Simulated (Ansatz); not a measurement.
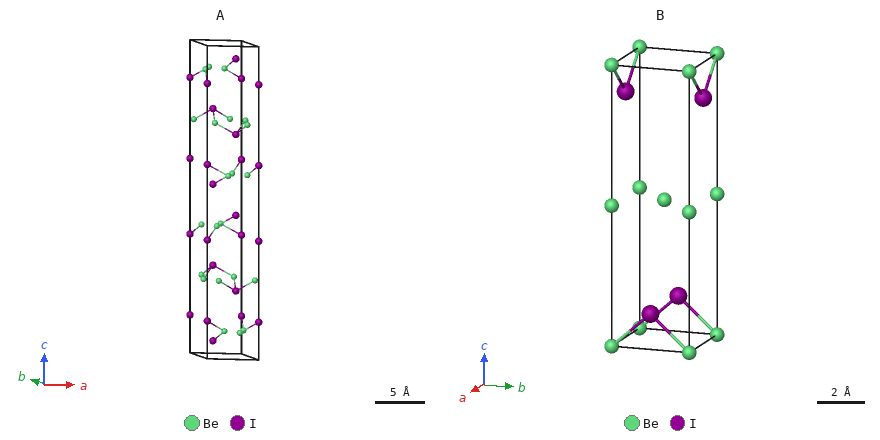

Two structures of Be₃I₂, each relaxed to rest (conventional cells in solid outline, small ones repeated, not to one scale). Method: Ansatz 0.2.0, DFT PBE, scalar-relativistic, plane waves, PAW, without spin polarisation.

Question: What are A and B?

Answer: A: 30 atoms a cell on a rhombohedral (trigonal R) lattice, R-3c. B: 5 atoms a cell on a primitive tetragonal lattice, P-4m2.

Question: Which form lies lower?

Answer: B is lower, by 103 meV/atom at this level of theory (energies at zero smearing). Volumes: A 27.4, B 31.1 Å³/atom.

One or both may be structure types tried for this composition rather than known phases.
